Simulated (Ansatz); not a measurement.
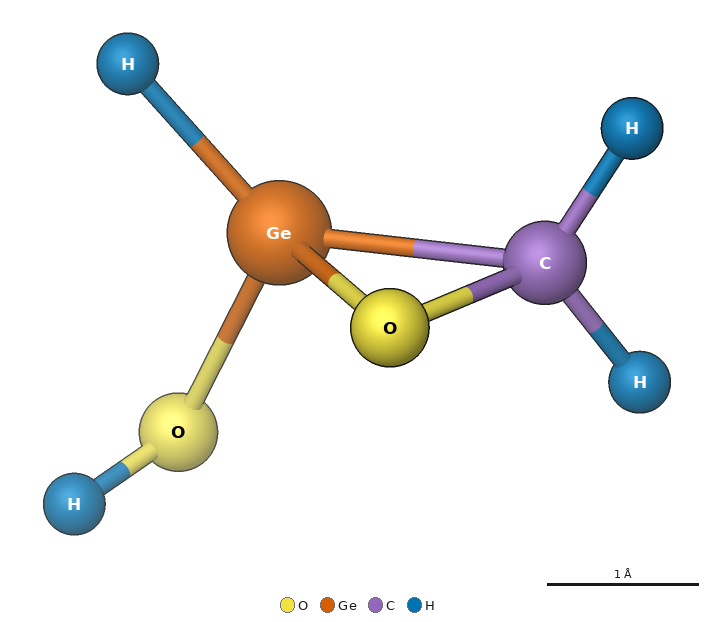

Distant atoms are faded towards the background colour. Computed geometry: PBE-D4/def2-SVP optimisation. No frequency run is at hand to confirm it as a minimum. Masses are those of the most abundant isotopes; constants are for the rigid equilibrium geometry.

What kind of rotor is it, and what are its rotational constants in cm⁻¹?

An asymmetric top (C1): A = 0.365, B = 0.133, C = 0.122 cm⁻¹. Ray's parameter κ is −0.92, close to the prolate limit.
